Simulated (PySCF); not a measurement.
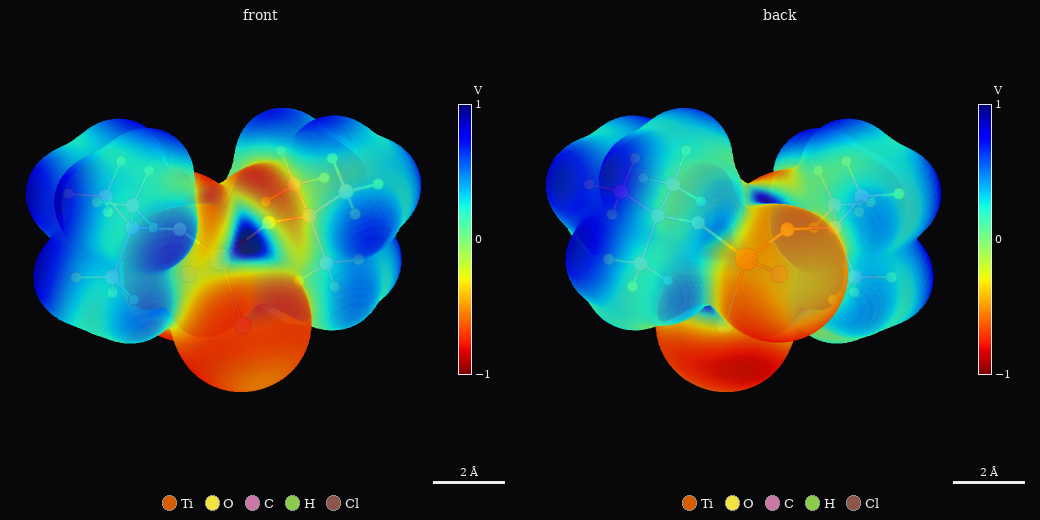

C$_{8}$H$_{18}$Cl$_{2}$O$_{2}$Ti (Ti(OtBu)2Cl2). The molecular electrostatic potential painted on the density surface at 0.002 e/bohr³, seen from the front and from behind; red is negative and blue positive.

Geometry: PBE0-D3(BJ)/def2-SVP.

These are results of PySCF, wB97X-D/def2-SVPD, SCF density, gas phase, not measurements.

```yaml
atoms:
  - { symbol: Ti, position_ang: [-0.4886, 0.7096, -0.3461] }
  - { symbol: O, position_ang: [-0.5376, 0.2399, 1.3285] }
  - { symbol: C, position_ang: [-1.3809, 0.0879, 2.4704] }
  - { symbol: C, position_ang: [-1.9076, -1.3413, 2.4464] }
  - { symbol: C, position_ang: [-0.5117, 0.3472, 3.6924] }
  - { symbol: C, position_ang: [-2.5184, 1.0985, 2.3693] }
  - { symbol: H, position_ang: [-2.5742, -1.5224, 3.3027] }
  - { symbol: H, position_ang: [-2.4701, -1.5210, 1.5183] }
  - { symbol: H, position_ang: [-1.0743, -2.0576, 2.4922] }
  - { symbol: H, position_ang: [0.3321, -0.3574, 3.7154] }
  - { symbol: H, position_ang: [-1.0975, 0.2255, 4.6156] }
  - { symbol: H, position_ang: [-0.1097, 1.3705, 3.6643] }
  - { symbol: H, position_ang: [-3.1256, 0.9035, 1.4716] }
  - { symbol: H, position_ang: [-2.1193, 2.1215, 2.3032] }
  - { symbol: H, position_ang: [-3.1754, 1.0342, 3.2492] }
  - { symbol: O, position_ang: [0.9721, 0.1111, -1.0763] }
  - { symbol: C, position_ang: [1.6452, -0.2030, -2.2942] }
  - { symbol: C, position_ang: [1.1357, 0.7369, -3.3814] }
  - { symbol: C, position_ang: [3.1323, -0.0046, -2.0364] }
  - { symbol: C, position_ang: [1.3184, -1.6548, -2.6203] }
  - { symbol: H, position_ang: [1.6540, 0.5481, -4.3333] }
  - { symbol: H, position_ang: [0.0566, 0.5883, -3.5418] }
  - { symbol: H, position_ang: [1.3032, 1.7851, -3.0927] }
  - { symbol: H, position_ang: [3.3362, 1.0411, -1.7638] }
  - { symbol: H, position_ang: [3.7166, -0.2532, -2.9348] }
  - { symbol: H, position_ang: [3.4648, -0.6502, -1.2108] }
  - { symbol: H, position_ang: [0.2310, -1.7820, -2.7276] }
  - { symbol: H, position_ang: [1.6678, -2.3163, -1.8141] }
  - { symbol: H, position_ang: [1.8033, -1.9598, -3.5596] }
  - { symbol: Cl, position_ang: [-0.6300, 2.9092, -0.5546] }
  - { symbol: Cl, position_ang: [-2.2099, -0.2454, -1.3582] }
```

### Describe the electrostatic potential map.

The most negative region (about −0.8 V, or −18 kcal/mol for a unit charge) lies over Cl30, the most positive (about +0.9 V, or +21 kcal/mol for a unit charge) over the H and Ti atoms.
